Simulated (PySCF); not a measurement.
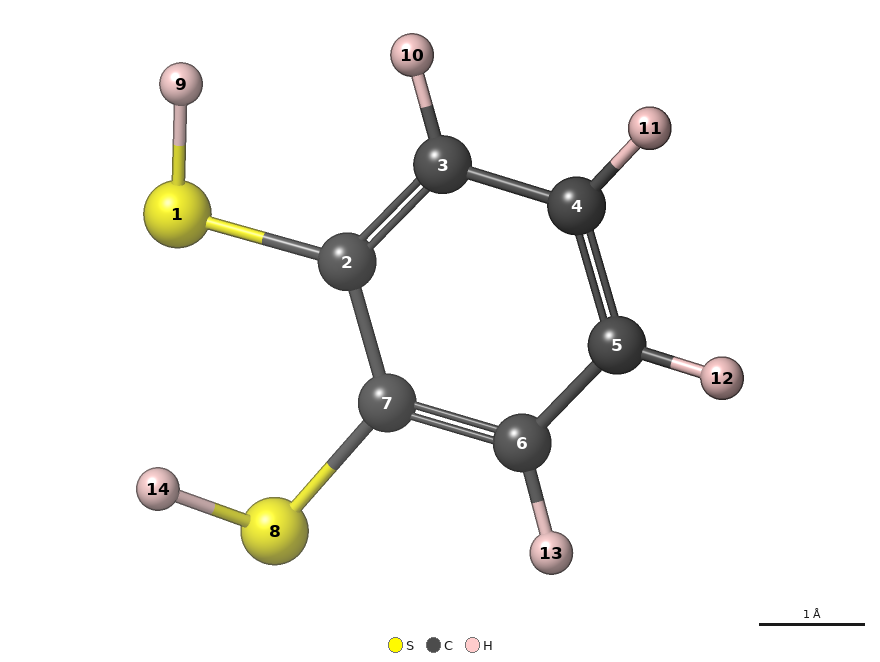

Orthographic view. Atoms fade into the background with distance from the viewer. The computed structure is the end point of a PBE0-D3(BJ)/def2-SVP optimisation. No frequency run is at hand to confirm it as a minimum.

List the bonded neighbours of every atom.

S1: C2, H9
C2: S1, C3, C7
C3: C2, C4, H10
C4: C3, C5, H11
C5: C4, C6, H12
C6: C5, C7, H13
C7: C2, C6, S8
S8: C7, H14
(terminal hydrogens appear only as neighbours)
